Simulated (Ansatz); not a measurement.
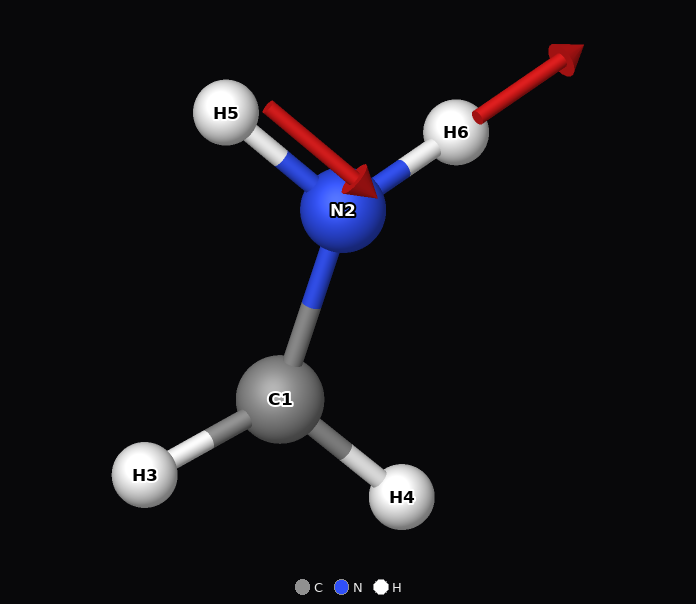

The arrows show one normal mode. State: neutral, doublet. Harmonic vibrations computed with UKS PBE0-D4/def2-TZVP (Ansatz 0.2.0) at a stationary point of the same level.

Question: Describe the motion.

Answer: Mostly out-of-phase stretching of 2 N–H bonds.

Question: Estimate its harmonic wavenumber.

Answer: 3675 cm⁻¹; it is mode 12 of 12 counted from the lowest.
